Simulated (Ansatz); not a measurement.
# Al$_{2}$H$_{4}$···H$_{2}$ (charge +1, doublet): what the fields show

The calculation's input:

```
crystal:
  periodic: [false, false, false]
  atoms:
    - {symbol: Al, position_ang: [-0.709755, 0.403172, -1.760942]}
    - {symbol: H, position_ang: [1.005798, 1.339403, 0.928729]}
    - {symbol: H, position_ang: [-1.455411, -0.929686, -2.168357]}
    - {symbol: H, position_ang: [-1.186427, 0.463813, 0.036364]}
    - {symbol: Al, position_ang: [0.082715, -0.478544, 0.558807]}
    - {symbol: H, position_ang: [1.168365, 0.957318, 1.573130]}
    - {symbol: H, position_ang: [0.306348, -1.423109, 1.775243]}
    - {symbol: H, position_ang: [0.788366, -0.332367, -0.942985]}
basis:
  gaussian: {orbitals: def2-TZVP, initial_orbitals: start.molden}
total_charge: 1
magnetization: {spin_polarized: true, initial_magnetization: 1}
hamiltonian: {xc: pbe0, dispersion: d4}
scf: {omitted_lower_state_checks: [starts]}
output: {orbitals: {seedname: orbitals}}
```

Launched as:

```sh
ansatz run in.yaml --threads 4 --pin off --events-out ev --progress --plain --max-ram 3916MiB
```

Geometry: PBE0-D4/def2-TZVP.

Computed with Ansatz 0.2.0, UKS PBE0-D4/def2-TZVP.

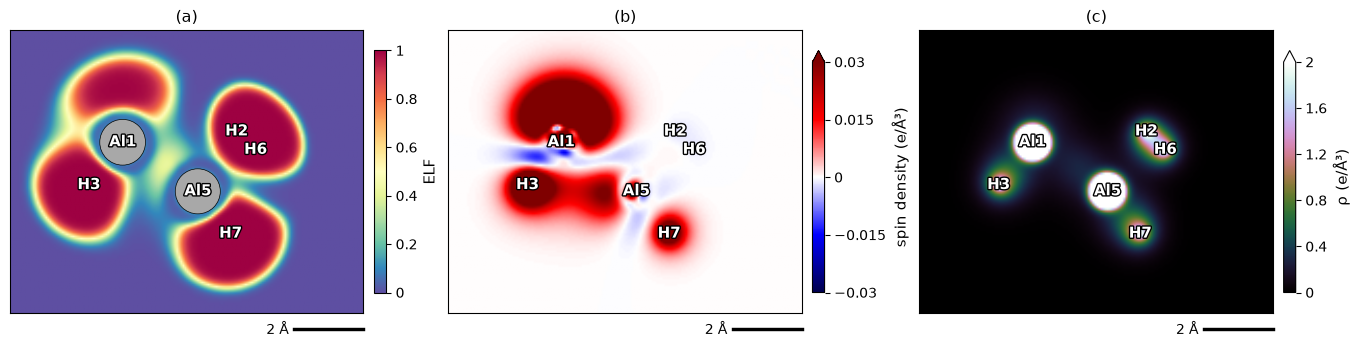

Figure 1. (a) ELF; (b) spin density (α minus β); (c) electron density on the plane of atoms H3, Al1 and Al5. Grey discs cover the atomic cores in the ELF map.

What does the map show?

Answer. The plane passes through Al and H nuclei.
Al5···H6 (2.07 Å): the density falls to about 0.18 e/Å³ on the way; the ELF climbs to about 1 towards the hydrogen.
Al–Al (2.61 Å): ρ at the midpoint is about 0.27 e/Å³; the ELF is about 0.40 at the midpoint.
H–H (0.77 Å): ρ is about 1.7 e/Å³ halfway; the ELF is about 1 at the midpoint.
Al–H (1.56 Å): the density is about 0.61 e/Å³ at the midpoint; the ELF climbs to about 1 towards the hydrogen.
The unpaired spin (1 electron) lies mostly on Al1 (about 0.8), Al5 (about 0.1) and H3 (about 0.1), in electrons by Hirshfeld's partition.

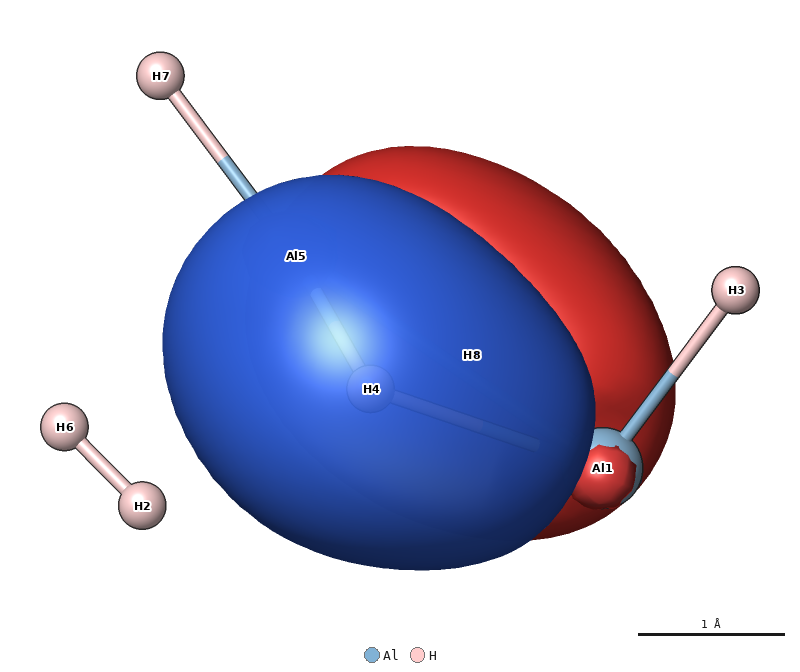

Figure 2. The HOMO−1 (β) at ±0.1 Å⁻³ᐟ² (blue and red are the two phases), seen at a tilt.

Describe this orbital and give its energy.

Answer. It lies mainly on H4 (about 30 %), H8 (about 30 %), Al5 (about 25 %) and Al1 (about 20 %). Its energy is −15.22 eV.
